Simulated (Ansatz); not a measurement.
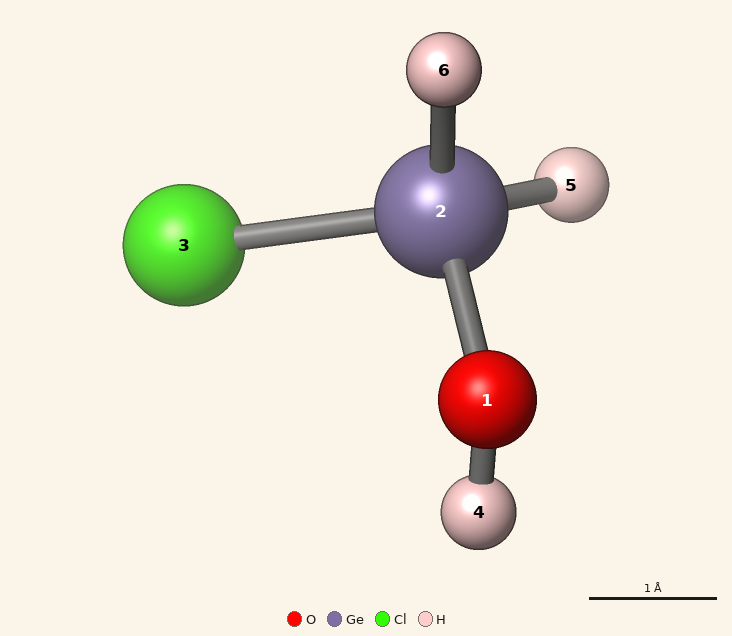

Figure made from data computed with Ansatz.

Orthographic view. Depth is shown by fading: the farther an atom, the more it takes the colour of the background. Geometry: atoms displaced at random (about 0.015 Å) from a stationary point of GFN2-xTB.

Write a Z-matrix (Å, degrees) in the order of the atom numbers, with these reference atoms: 2 to 1; 3 to 2, 1; 4 to 1, 2, 3; 5 to 2, 1, 4; 6 to 2, 5, 1.

```
O  
Ge   1   1.805
Cl   2   2.223   1   106.8
H    1   0.977   2   121.6   3    53.6
H    2   1.574   1   111.7   4   -65.5
H    2   1.581   5   115.2   1   115.7
```
